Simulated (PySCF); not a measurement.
# CCl$_{4}$, SMILES `ClC(Cl)(Cl)Cl`: electronic structure

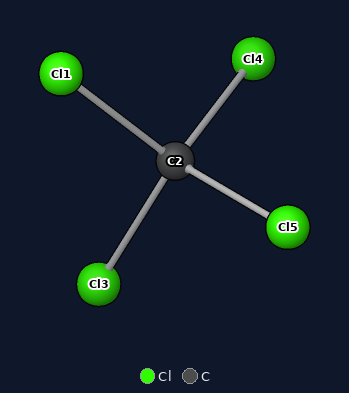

The molecule, with its atoms numbered as below. No frequency check shows the geometry to be a minimum.

Geometry (Å), atoms numbered from 1:

```
Cl1      1.0215   -1.4215    0.2556
C2       0.0002   -0.0000    0.0001
Cl3      1.0212    1.4217   -0.2557
Cl4     -1.0214   -0.2558   -1.4214
Cl5     -1.0214    0.2556    1.4214
```

## 1. Bonding charge

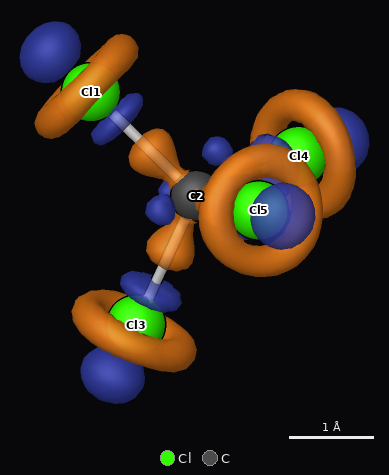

Deformation density (molecule less spherical, spin-averaged free atoms at the same positions), surfaces at ±0.11 e/Å³; orange: gain, blue: loss.

Method: BP86/6-31G*; geometry: GFN2-xTB; program: PySCF.

> How much density has each bond gained at its critical point, relative to the free atoms?

Cl1–C2, C2–Cl5, C2–Cl3 and C2–Cl4: +0.21 e/Å³ at the bond critical point (bond length 1.77 Å, Mayer order 1.0). In all, 1.3 electrons gather in the regions of gain relative to the promolecule.

## 2. Bond critical points

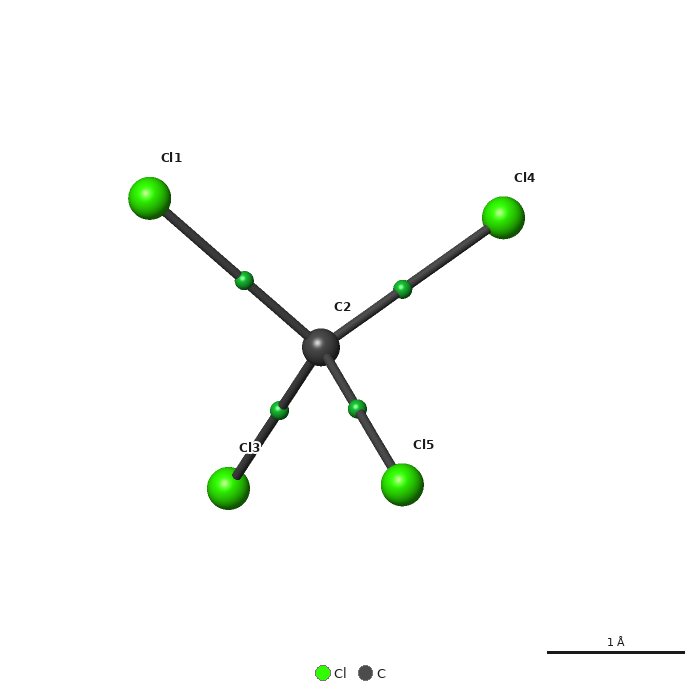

Molecular graph of the electron density (QTAIM): bond paths, bond critical points (green), ring points (magenta, if any); weak paths are dashed.

> How many critical points of each kind are there, and does the count close?

5 nuclei, 4 bond, 0 ring and 0 cage critical points: 5 − 4 + 0 − 0 = 1, as the Poincaré–Hopf relation requires.

> What does the calculation give at each kind of bond critical point?

```tsv
bond	length (Å)	ρ (a.u.)	∇²ρ (a.u.)	ε	H (a.u.)
Cl1–C2 (4 alike)	1.769	0.195	−0.23	0.00	−0.127
```

> What kind of interaction is Cl1–C2?

Shared-shell (covalent): ρ = 0.195, ∇²ρ = −0.23, H = −0.127 a.u.

## 3. Local ionisation energy

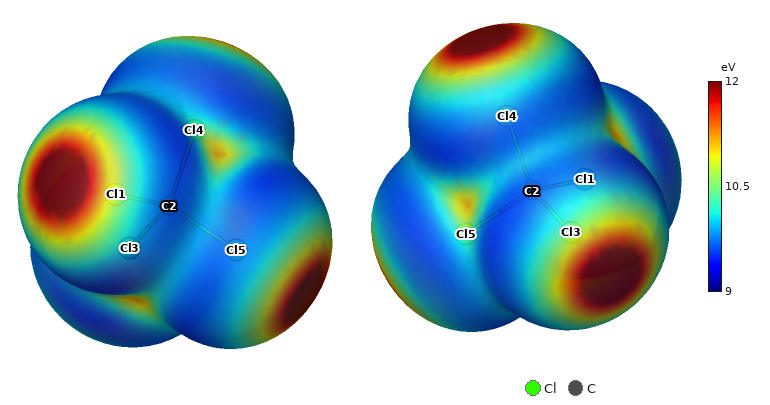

Average local ionisation energy on the surface of electron density 0.001 a.u. (back view left, front view right).

> Locate the minima of the map.

The lowest value is 9.5 eV, 2.1 Å from Cl4, and at like points elsewhere. For comparison, the highest occupied orbital lies at −7.7 eV.

## 4. In an electric field

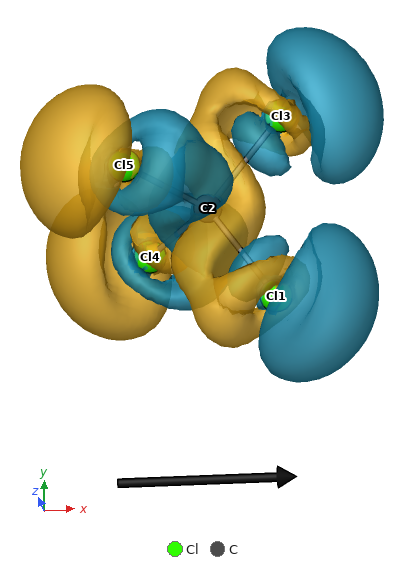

Change of the electron density in a uniform field of 0.51 V/Å along +x (arrow), surfaces at ±0.003 e/Å³ (yellow: gain, teal: loss).

Computed with PySCF, r2SCAN/6-31+G*, geometry: GFN2-xTB. The basis has diffuse s and p functions alone, which still leaves polarisabilities too small, most of all across bonds.

> How large is the response?

The induced dipole is 1.51 D (along the field); α along this axis, from the fields in both directions, is 59 bohr³ (8.8 Å³).

> Which atoms gain and lose the most charge?

Electrons gather most on Cl4 and Cl5 alike (Hirshfeld charge changes by −0.034 e) and leave Cl1 and Cl3 alike most (+0.035 e); 0.131 electrons are displaced in all.

## 5. Removing or adding an electron

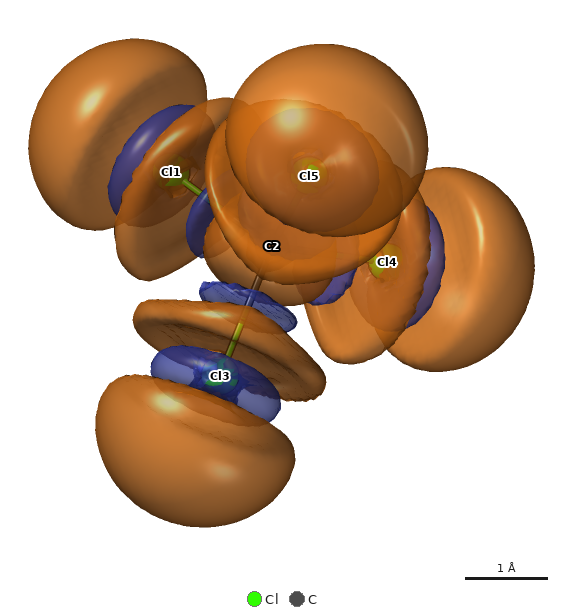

Fukui function f⁺ = ρ(N+1) − ρ(N) at fixed geometry, surfaces at ±0.008 e/Å³ (orange positive, blue negative).

Level of theory: PBE/6-311G** (PySCF), at a geometry from GFN2-xTB.

> On which atoms does the density change most on addition of an electron?

f⁺ (Hirshfeld-condensed) is largest on Cl1, Cl3, Cl4 and Cl5 (0.23 each); the vertical electron affinity is 0.08 eV (the stability of the anion's solution wasn't checked; the anion's highest orbital has positive energy, so this value and f⁺ depend on the basis). Condensed values hint at sites of nucleophilic attack but needn't mark the atom that reacts. Orbital relaxation makes it negative in places (0.12 e in all).

```json
{"atom": "Cl1", "f⁺": "+0.23", "charge": "−0.02"}
{"atom": "C2", "f⁺": "+0.07", "charge": "+0.10"}
{"atom": "Cl3", "f⁺": "+0.23", "charge": "−0.02"}
{"atom": "Cl4", "f⁺": "+0.23", "charge": "−0.02"}
{"atom": "Cl5", "f⁺": "+0.23", "charge": "−0.02"}
```

The PySCF runs shown took 6.5 s, 26 s and 5.9 min on 1 thread of Intel(R) Xeon(R) 6975P-C (Granite Rapids), with other jobs on the host.
